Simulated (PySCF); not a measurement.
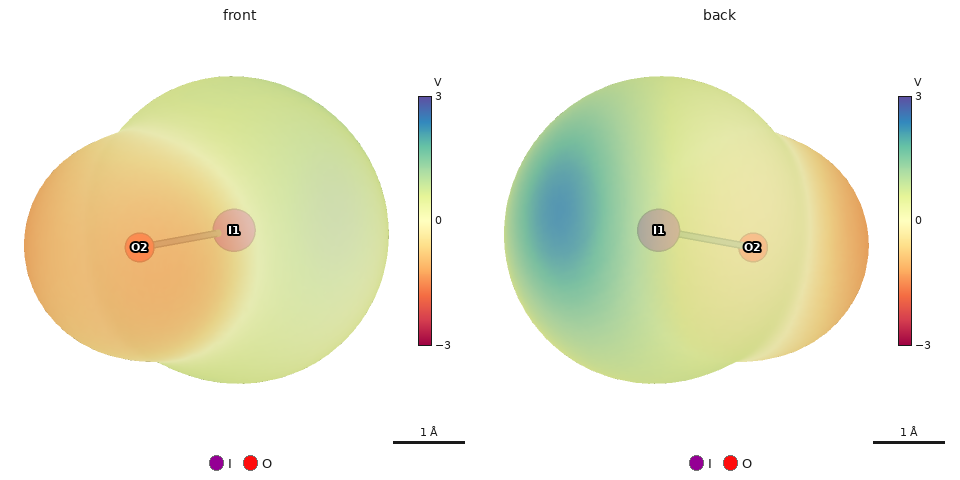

*IO (doublet). The electrostatic potential painted on the density surface at 0.002 e/bohr³, seen from the front and from behind; the colour scale runs from red (negative) to blue (positive).*

Core potentials replace the inner electrons of I.

Computed with PBE0/def2-TZVPP, non-relativistic Hamiltonian with scalar-relativistic core potentials where named, at a bond length of 1.874 Å in PySCF.

Question: Where is the surface potential most negative and most positive?

Answer: The most negative region (about −1.2 V, or −28 kcal/mol for a unit charge) lies over O2, the most positive (about +2.3 V, or +53 kcal/mol for a unit charge) over I1. I1 shows a σ-hole: about +2.3 V, or +53 kcal/mol for a unit charge at the tip opposite its bond, against about +0.4 V, or +9 kcal/mol for a unit charge on its flanks. O2 is the likeliest acceptor of a hydrogen bond.
